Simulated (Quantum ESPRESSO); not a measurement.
# The valence band of H3CCl as photoemission sees it, part 4 of 8

Wanted: projected DOS of H3CCl, weighted into photoemission and X-ray emission spectra, at several levels of theory.

Quantum ESPRESSO 7.5; DFT, PBEsol, plane waves, ultrasoft GBRV pseudopotentials, scalar-relativistic (the session's first sound run).

So far. Step 2 (The base run: self-consistent run): At this level the gap is 5.43 eV on the k-mesh of the self-consistent run, which can miss the band edges.

### 4. Projected DOS and spectra (continued)

The intensity has structure finer than the step of the table below, so its rows give means over 1 eV, whole bins alone (the curve runs from -14.9 to 1.46 eV). Peaks (eV: height): Cl K-beta -3.4: 40.4, -0.3: 100.0; Cl K-beta, E along x -0.3: 150; Cl K-beta, E along y -3.4: 49.1, -0.3: 80.3; Cl K-beta, E along z -3.4: 54.4, -0.3: 69.9; Cl L2,3 -14.4: 99.7, -9.6: 39.6.

Shapes are the site's partial DOS without matrix elements, which overweights lines from ligand s bands. Table of intensity by emission energy less the core level's binding energy, zero at the valence-band maximum; means over each step; 7 of 9 lines; values in % of the unpolarised maximum:

```
emission energy less the core level's binding energy (eV)  Cl K-beta  Cl K-beta, E along x  Cl K-beta, E along y  Cl K-beta, E along z  Cl L2,3    C K  C K, E along x
                                                      -14      0.985                 0.195                  1.30                  1.46     61.3   3.08           0.103
                                                      -13      0.518                 0.229                 0.633                 0.694     8.29  0.485          0.0797
                                                      -12      0.545                 0.275                 0.651                 0.710     2.87  0.251          0.0957
                                                      -11       1.10                 0.339                  1.39                  1.57     4.32  0.478           0.128
                                                      -10       3.19                 0.436                  4.27                  4.87     28.4   2.94           0.212
                                                       -9       2.46                 0.564                  3.21                  3.60     16.0   1.76           0.264
                                                       -8       1.26                 0.773                  1.46                  1.55     1.77  0.463           0.379
                                                       -7       1.51                  1.18                  1.64                  1.69    0.715  0.610           0.692
                                                       -6       2.81                  2.30                  3.06                  3.08    0.464   1.46            1.84
                                                       -5       9.86                  8.22                  10.8                  10.6    0.581   17.1            23.1
                                                       -4       31.2                  19.7                  35.6                  38.2     3.85   85.6             110
                                                       -3       30.2                  12.4                  37.0                  41.0     5.80   42.9            38.5
                                                       -2       14.8                  15.0                  14.6                  14.7    0.495   2.91            2.55
                                                       -1       55.5                  80.7                  45.4                  40.6    0.218   4.55            6.38
                                                        0       76.8                   115                  61.7                  53.6    0.195   8.36            12.3
```

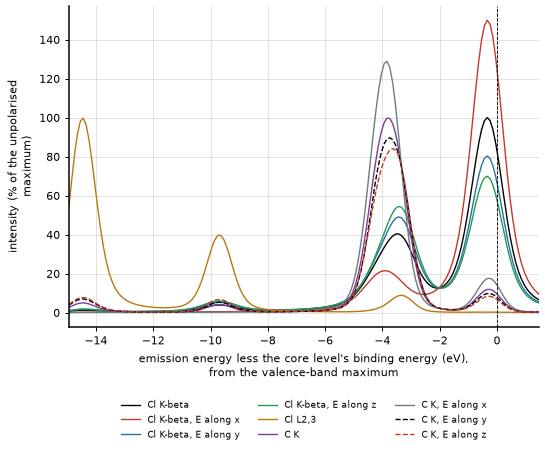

Intensity, plotted against emission energy less the core level's binding energy.

Sums over each group's atoms; left-over states aren't shared out by site. Site centres, by row:

```
group  element  shell  occupied states  centre of occupied part (eV)  centre up to the window's top (eV)
  Cl1       Cl     3s            3.698                        -12.76                              -11.39
  Cl1       Cl     3p            10.42                        -1.725                             -0.6369
   C3        C     2s            2.197                        -11.06                              -4.522
   C3        C     2p            6.724                        -4.164                              0.4873
   H5        H     1s            3.101                        -5.531                               2.335
   H9        H     1s            1.548                        -5.463                               2.436
```

Window up to 14.0 eV. Shell moments, by row:

```
element  shell  occupied states an atom  centre of occupied part (eV)  rms width of occupied part (eV)  centre up to the window's top (eV)  rms width up to the window's top (eV)
     Cl     3s                    1.849                        -12.76                            2.964                              -11.39                                  5.774
     Cl     3p                     5.21                        -1.725                            2.332                             -0.6369                                  3.675
      C     2s                    1.098                        -11.06                            2.454                              -4.522                                  9.383
      C     2p                    3.362                        -4.164                            2.551                              0.4873                                  6.623
      H     1s                   0.7749                        -5.508                            3.869                               2.369                                  8.075
```

Recipe: projected DOS times atomic cross section and asymmetry factor (unpolarised light, 90° from the beam), occupied states only, a Lorentzian width of 0.05 eV growing by 0.03 eV per eV of binding energy, and a resolution of 0.45 eV. Curves are cut 10 eV under the photon energy, above any shell that the free atom's threshold puts out of reach, or at the lower edge of the window: 11.2 eV at 21.2 eV, 15 eV at 40.8 eV, 15 eV at 1253.6 eV, 15 eV at 1486.7 eV and 15 eV at 9251.7 eV. Matrix elements of the solid and inelastic losses aren't modelled, nor non-dipole terms, which matter above 3 keV.

How the area divides among the shells (%):

```
shell  21.2 eV  40.8 eV  1253.6 eV  1486.7 eV  9251.7 eV
Cl 3s      0.0      6.7       45.6       49.4       83.4
Cl 3p     52.3      8.8       45.3       41.9       11.6
 C 2s      1.7     12.8        8.2        7.9        4.9
 C 2p     30.3     57.0        0.7        0.6        0.1
 H 1s     15.7     14.7        0.2        0.2        0.1
```

Cross sections used, in Mb an electron:

```
shell  21.2 eV  40.8 eV  1253.6 eV  1486.7 eV  9251.7 eV
Cl 3s        -     0.19     0.0018     0.0012     1.4e-5
Cl 3p      2.7     0.12     6.3e-4     3.8e-4     8.2e-7
 C 2s     0.58     0.56     5.0e-4     3.1e-4     1.3e-6
 C 2p      2.7     0.84     1.9e-5     9.8e-6     6.5e-9
 H 1s      1.9     0.29     5.4e-6     3.0e-6     6.0e-9
```

### 5. The base run: bands

The bands are solved at chosen points on the fixed potential.

bands.in reads:

```
&control
  calculation = 'bands'
  prefix = 'pes'
  outdir = './tmp'
  pseudo_dir = './pp'
  verbosity = 'high'
/
&system
  ibrav = 0
  nat = 10
  ntyp = 3
  ecutwfc = 40.0
  ecutrho = 200.0
  occupations = 'smearing'
  nbnd = 38
  smearing = 'fd'
  degauss = 0.00147
/
&electrons
  conv_thr = 6e-08
  mixing_beta = 0.5
  electron_maxstep = 120
  diago_full_acc = .true.
/
ATOMIC_SPECIES
Cl 35.4500 cl_pbesol_v1.4.uspp.F.UPF
C 12.0110 c_pbesol_v1.2.uspp.F.UPF
H 1.0080 h_pbesol_v1.4.uspp.F.UPF
CELL_PARAMETERS angstrom
 3.250369000 -2.560506000 0.000000000
 3.250369000 2.560506000 0.000000000
 0.000000000 0.000000000 7.651655000
ATOMIC_POSITIONS crystal
Cl 0.864263000 0.135737000 0.253132000
Cl 0.135737000 0.864263000 0.753132000
C 0.625140000 0.374860000 0.424152000
C 0.374860000 0.625140000 0.924152000
H 0.515832000 0.207380000 0.503435000
H 0.792620000 0.484168000 0.503435000
H 0.484168000 0.792620000 0.003435000
H 0.207380000 0.515832000 0.003435000
H 0.430208000 0.569792000 0.363546000
H 0.569792000 0.430208000 0.863546000
K_POINTS crystal
94
 0.00000000 0.00000000 0.00000000 1
 0.05000000 0.05000000 0.00000000 1
 0.10000000 0.10000000 0.00000000 1
 0.15000000 0.15000000 0.00000000 1
 0.20000000 0.20000000 0.00000000 1
 0.25000000 0.25000000 0.00000000 1
 ! [... 86 more points ...]
 0.50000000 0.00000000 -0.45000000 1
 0.50000000 0.00000000 -0.50000000 1
```

The run is started by

```console
> OMP_NUM_THREADS=1 mpirun -n 4 pw.x -nk 4 -in bands.in > bands.out
```

Log:

```text
[banner, memory and clock lines left out]
Program PWSCF v.7.5 starts

          URL

     Atomic positions and unit cell read from directory:
     ./tmp/pes.save/

     Message from routine setup:
     using ibrav=0 with symmetry is DISCOURAGED, use correct ibrav instead

     G-vector sticks info

     bravais-lattice index     =            0
     lattice parameter (alat)  =       7.8192  a.u.
     unit-cell volume          =     859.4892 (a.u.)^3
     number of atoms/cell      =           10
     number of atomic types    =            3
     number of electrons       =        28.00
     number of Kohn-Sham states=           38
     kinetic-energy cutoff     =      40.0000  Ry
     charge density cutoff     =     200.0000  Ry
     Exchange-correlation= SLA  PW   PSX  PSC
                           (   1   4  10   8   0   0   0)

     celldm(1)=   7.819240  celldm(2)=   0.000000  celldm(3)=   0.000000
     celldm(4)=   0.000000  celldm(5)=   0.000000  celldm(6)=   0.000000

     crystal axes: (cart. coord. in units of alat)
               a(1) = (   0.785538  -0.618814   0.000000 )
               a(2) = (   0.785538   0.618814   0.000000 )
               a(3) = (   0.000000   0.000000   1.849225 )

     reciprocal axes: (cart. coord. in units 2 pi/alat)
               b(1) = (  0.636507 -0.807997  0.000000 )
               b(2) = (  0.636507  0.807997 -0.000000 )
               b(3) = ( -0.000000  0.000000  0.540767 )

     PseudoPot. # 1 for Cl read from file:
     ./pp/cl_pbesol_v1.4.uspp.F.UPF
     Pseudo is Ultrasoft + core correction, Zval =  7.0
     Generated by new atomic code, or converted to UPF format
     Using radial grid of  909 points,  6 beta functions with:
                l(1) =   0
                l(2) =   0
                l(3) =   1
                l(4) =   1
                l(5) =   2
                l(6) =   2
     Q(r) pseudized with  8 coefficients,  rinner =    1.300   1.300   1.300
                                                       1.300   1.300

     PseudoPot. # 2 for C  read from file:
     ./pp/c_pbesol_v1.2.uspp.F.UPF
     Pseudo is Ultrasoft + core correction, Zval =  4.0
     Generated by new atomic code, or converted to UPF format
     Using radial grid of  721 points,  4 beta functions with:
                l(1) =   0
                l(2) =   0
                l(3) =   1
                l(4) =   1
     Q(r) pseudized with  8 coefficients,  rinner =    1.100   1.100   1.100

     PseudoPot. # 3 for H  read from file:
     ./pp/h_pbesol_v1.4.uspp.F.UPF
     Pseudo is Ultrasoft, Zval =  1.0
     Generated by new atomic code, or converted to UPF format
     Using radial grid of  615 points,  2 beta functions with:
                l(1) =   0
                l(2) =   0
     Q(r) pseudized with  8 coefficients,  rinner =    0.700

     atomic species   valence    mass     pseudopotential
     Cl                7.00    35.45000     Cl( 1.00)
     C                 4.00    12.01100     C ( 1.00)
     H                 1.00     1.00800     H ( 1.00)

      4 Sym. Ops. (no inversion) found ( 2 have fractional translation)

                                    s                        frac. trans.

      isym =  1     identity

 cryst.   s( 1) = (     1          0          0      )
                  (     0          1          0      )
                  (     0          0          1      )

 cart.    s( 1) = (  1.0000000  0.0000000  0.0000000 )
                  ( -0.0000000  1.0000000  0.0000000 )
                  (  0.0000000  0.0000000  1.0000000 )

      isym =  2     180 deg rotation - cart. axis [0,0,1]

 cryst.   s( 2) = (    -1          0          0      )    f =(  0.0000000 )
                  (     0         -1          0      )       (  0.0000000 )
                  (     0          0          1      )       (  0.5000000 )

 cart.    s( 2) = ( -1.0000000 -0.0000000  0.0000000 )    f =(  0.0000000 )
                  (  0.0000000 -1.0000000  0.0000000 )       (  0.0000000 )
                  (  0.0000000  0.0000000  1.0000000 )       (  0.9246123 )

      isym =  3     inv. 180 deg rotation - cart. axis [0,1,0]

 cryst.   s( 3) = (     0          1          0      )    f =(  0.0000000 )
                  (     1          0          0      )       (  0.0000000 )
                  (     0          0          1      )       (  0.5000000 )

 cart.    s( 3) = (  1.0000000 -0.0000000  0.0000000 )    f =(  0.0000000 )
                  ( -0.0000000 -1.0000000  0.0000000 )       (  0.0000000 )
                  (  0.0000000  0.0000000  1.0000000 )       (  0.9246123 )

      isym =  4     inv. 180 deg rotation - cart. axis [1,0,0]

 cryst.   s( 4) = (     0         -1          0      )
                  (    -1          0          0      )
                  (     0          0          1      )

 cart.    s( 4) = ( -1.0000000  0.0000000  0.0000000 )
                  (  0.0000000  1.0000000  0.0000000 )
                  (  0.0000000  0.0000000  1.0000000 )

   Cartesian axes

     site n.     atom                  positions (alat units)
         1        Cl     tau(   1) = (   0.7855376  -0.4508221   0.4680979  )
         2        Cl     tau(   2) = (   0.7855376   0.4508221   1.3927103  )
         3        C      tau(   3) = (   0.7855376  -0.1548768   0.7843523  )
         4        C      tau(   4) = (   0.7855376   0.1548768   1.7089647  )
         5        H      tau(   5) = (   0.5681102  -0.1908744   0.9309644  )
         6        H      tau(   6) = (   1.0029650  -0.1908744   0.9309644  )
         7        H      tau(   7) = (   1.0029650   0.1908744   0.0063521  )
         8        H      tau(   8) = (   0.5681102   0.1908744   0.0063521  )
         9        H      tau(   9) = (   0.7855376   0.0863765   0.6722782  )
        10        H      tau(  10) = (   0.7855376  -0.0863765   1.5968906  )

   Crystallographic axes

     site n.     atom                  positions (cryst. coord.)
         1        Cl     tau(   1) = (  0.8642630  0.1357370  0.2531320  )
         2        Cl     tau(   2) = (  0.1357370  0.8642630  0.7531320  )
         3        C      tau(   3) = (  0.6251400  0.3748600  0.4241520  )
         4        C      tau(   4) = (  0.3748600  0.6251400  0.9241520  )
         5        H      tau(   5) = (  0.5158320  0.2073800  0.5034350  )
         6        H      tau(   6) = (  0.7926200  0.4841680  0.5034350  )
         7        H      tau(   7) = (  0.4841680  0.7926200  0.0034350  )
         8        H      tau(   8) = (  0.2073800  0.5158320  0.0034350  )
         9        H      tau(   9) = (  0.4302080  0.5697920  0.3635460  )
        10        H      tau(  10) = (  0.5697920  0.4302080  0.8635460  )

[...]
14.7411  14.9965  15.4837  15.9542  16.5924  16.7114

          k = 0.4456-0.0000 0.0000 (  3688 PWs)   bands (ev):

[...]
14.6332  14.8244  15.9530  16.1049  16.2103  16.5107

          k = 0.5092-0.0000 0.0000 (  3686 PWs)   bands (ev):

[...]
14.4951  14.8374  15.8616  16.1117  16.2249  16.4145

          k = 0.5729 0.0000 0.0000 (  3684 PWs)   bands (ev):

[...]
14.6777  14.8504  15.6928  15.7920  16.2458  16.3306

          k = 0.6365 0.0000 0.0000 (  3670 PWs)   bands (ev):

[...]
14.8403  14.9266  15.6514  15.7099  16.1079  16.2943

          k = 0.6365-0.0153 0.0000 (  3678 PWs)   bands (ev):

[...]
14.8296  14.9348  15.6590  15.7071  16.1150  16.2924

          k = 0.6365-0.0307 0.0000 (  3684 PWs)   bands (ev):

[...]
14.8114  14.9464  15.6841  15.6987  16.1352  16.2869

          k = 0.6365-0.0460 0.0000 (  3684 PWs)   bands (ev):

[...]
14.8027  14.9482  15.6850  15.7316  16.1660  16.2781

          k = 0.6365-0.0613 0.0000 (  3688 PWs)   bands (ev):

[...]
14.8100  14.9386  15.6660  15.8047  16.2046  16.2667

          k = 0.6365-0.0766 0.0000 (  3698 PWs)   bands (ev):

[...]
14.8256  14.9276  15.6419  15.9022  16.2490  16.2534

          k = 0.6365-0.0920 0.0000 (  3694 PWs)   bands (ev):

[...]
k = 0.6365-0.1073 0.0000 (  3692 PWs)   bands (ev):

[...]
k = 0.6365-0.1226 0.0000 (  3686 PWs)   bands (ev):

[...]
k = 0.6365-0.1380 0.0000 (  3690 PWs)   bands (ev):

[...]
k = 0.6365-0.1533 0.0000 (  3694 PWs)   bands (ev):

[...]
k = 0.0000-0.6547 0.0000 (  3694 PWs)   bands (ev):

[...]
k =-0.0000-0.5892 0.0000 (  3676 PWs)   bands (ev):

[...]
k =-0.0000-0.5238 0.0000 (  3672 PWs)   bands (ev):

[...]
k =-0.0000-0.4583 0.0000 (  3676 PWs)   bands (ev):

[...]
k = 0.0000-0.3928 0.0000 (  3668 PWs)   bands (ev):

[...]
k = 0.0000-0.3274 0.0000 (  3644 PWs)   bands (ev):

[...]
k =-0.0000-0.2619 0.0000 (  3660 PWs)   bands (ev):

[...]
k = 0.0000-0.1964 0.0000 (  3677 PWs)   bands (ev):

[...]
k =-0.0000-0.1309 0.0000 (  3673 PWs)   bands (ev):

[...]
k =-0.0000-0.0655 0.0000 (  3685 PWs)   bands (ev):

[...]
k = 0.0000 0.0000 0.0000 (  3681 PWs)   bands (ev):

[...]
k = 0.0000 0.0000-0.0270 (  3669 PWs)   bands (ev):

[...]
k = 0.0000 0.0000-0.0541 (  3671 PWs)   bands (ev):

[...]
k = 0.0000 0.0000-0.0811 (  3671 PWs)   bands (ev):

[...]
k = 0.0000 0.0000-0.1082 (  3679 PWs)   bands (ev):

[...]
k = 0.0000 0.0000-0.1352 (  3667 PWs)   bands (ev):

[...]
k = 0.0000 0.0000-0.1622 (  3667 PWs)   bands (ev):

[...]
k = 0.0000 0.0000-0.1893 (  3665 PWs)   bands (ev):

[...]
k = 0.0000 0.0000-0.2163 (  3647 PWs)   bands (ev):

[...]
k = 0.0000 0.0000-0.2433 (  3630 PWs)   bands (ev):

[...]
k = 0.0000 0.0000-0.2704 (  3626 PWs)   bands (ev):

[...]
k =-0.0000-0.0655-0.2704 (  3644 PWs)   bands (ev):

[...]
k =-0.0000-0.1309-0.2704 (  3654 PWs)   bands (ev):

[...]
k = 0.0000-0.1964-0.2704 (  3650 PWs)   bands (ev):

[...]
k =-0.0000-0.2619-0.2704 (  3686 PWs)   bands (ev):

[...]
k = 0.0000-0.3274-0.2704 (  3696 PWs)   bands (ev):

[...]
k = 0.0000-0.3928-0.2704 (  3664 PWs)   bands (ev):

[...]
k =-0.0000-0.4583-0.2704 (  3670 PWs)   bands (ev):

[...]
k =-0.0000-0.5238-0.2704 (  3688 PWs)   bands (ev):

[...]
k =-0.0000-0.5892-0.2704 (  3690 PWs)   bands (ev):

[...]
k = 0.0000-0.6547-0.2704 (  3698 PWs)   bands (ev):

[...]
k = 0.6365-0.1533-0.2704 (  3698 PWs)   bands (ev):

[...]
k = 0.6365-0.1380-0.2704 (  3694 PWs)   bands (ev):

[...]
k = 0.6365-0.1226-0.2704 (  3696 PWs)   bands (ev):

[...]
k = 0.6365-0.1073-0.2704 (  3692 PWs)   bands (ev):

[...]
k = 0.6365-0.0920-0.2704 (  3680 PWs)   bands (ev):

[...]
k = 0.6365-0.0766-0.2704 (  3684 PWs)   bands (ev):

[...]
k = 0.6365-0.0613-0.2704 (  3676 PWs)   bands (ev):

[...]
k = 0.6365-0.0460-0.2704 (  3684 PWs)   bands (ev):

[...]
k = 0.6365-0.0307-0.2704 (  3692 PWs)   bands (ev):

[...]
k = 0.6365-0.0153-0.2704 (  3688 PWs)   bands (ev):

[...]
k = 0.6365 0.0000-0.2704 (  3692 PWs)   bands (ev):

[...]
k = 0.6365 0.0000-0.2433 (  3686 PWs)   bands (ev):

[...]
k = 0.6365 0.0000-0.2163 (  3692 PWs)   bands (ev):

[...]
k = 0.6365 0.0000-0.1893 (  3682 PWs)   bands (ev):

[...]
k = 0.6365 0.0000-0.1622 (  3684 PWs)   bands (ev):

[...]
k = 0.6365 0.0000-0.1352 (  3696 PWs)   bands (ev):

[...]
k = 0.6365 0.0000-0.1082 (  3704 PWs)   bands (ev):

[...]
k = 0.6365 0.0000-0.0811 (  3706 PWs)   bands (ev):

[...]
k = 0.6365 0.0000-0.0541 (  3702 PWs)   bands (ev):

[...]
k = 0.6365 0.0000-0.0270 (  3686 PWs)   bands (ev):

[...]
14.8410  14.9375  15.6543  15.7042  16.1132  16.2676

          k = 0.6365 0.0000 0.0000 (  3670 PWs)   bands (ev):

[...]
14.8403  14.9266  15.6514  15.7099  16.1079  16.2943

          k = 0.0000 0.0000 0.0000 (  3681 PWs)   bands (ev):

[...]
14.5687  15.5243  15.8402  16.2346  16.2801  16.5688

          k = 0.0318-0.0404 0.0000 (  3685 PWs)   bands (ev):

[...]
14.5743  15.4044  15.7482  16.0736  16.2410  16.6196

          k = 0.0637-0.0808 0.0000 (  3669 PWs)   bands (ev):

[...]
14.6956  15.0621  15.5253  15.9125  16.2716  16.5861

          k = 0.0955-0.1212 0.0000 (  3678 PWs)   bands (ev):

[...]
14.7047  14.9529  15.3678  15.8783  16.3381  16.5750

          k = 0.1273-0.1616 0.0000 (  3669 PWs)   bands (ev):

[...]
-4.6379  -4.4738  -1.7100  -1.6408  -1.4829  -1.3565   4.4320   5.4819
     5.9062   6.6958   7.6231   8.0535   9.0080   9.1038   9.2534   9.6839
    10.5247  10.9911  11.5305  11.8374  12.1880  12.5206  13.6472  14.1747
    14.7069  14.9738  15.4090  15.9898  16.4089  16.6979

          k = 0.1591-0.2020 0.0000 (  3670 PWs)   bands (ev):

   -15.8283 -15.6965 -11.0740 -10.8054  -5.5966  -5.1639  -4.8788  -4.8113
    -4.5922  -4.4766  -1.6531  -1.6440  -1.4429  -1.3909   4.4288   5.4307
     6.1244   6.6883   7.5774   7.9256   8.8208   9.0331   9.3791   9.9463
    10.6596  10.8360  11.5177  11.8344  12.3674  12.8113  13.6003  13.9864
    14.6273  14.8552  15.5708  16.2345  16.4812  16.9478

          k = 0.1910-0.2424 0.0000 (  3681 PWs)   bands (ev):

   -15.8019 -15.6909 -11.0614 -10.8367  -5.6597  -5.2766  -4.9078  -4.8092
[... further rows ...]
```

It took 52 s on 4 MPI ranks of Arm Neoverse V1, shared host.

This step gave:

- gap on the path: 5.429 eV
- least direct gap on the path: 5.483 eV
- valence top on path: 0 eV

(Continued in part 5 of 8.)

[Logs are printed without paths, hosts, clocks, repeated set-up lines and the standing remarks that a program may print on its own settings, such as how far it seeks lower states.]

[Hosts, paths, dates, database ids (printed as entryN), source tags and the programs' standing remarks are cut or masked in the printed files.]

[Maps of the electrostatic potential energy from Ansatz leave out the sawtooth potential of an applied field or a dipole correction, so their vacuum need not be flat; work functions include it.]

[Peak lists hold at most the 14 tallest peaks of each spectrum; further lines can be left out.]
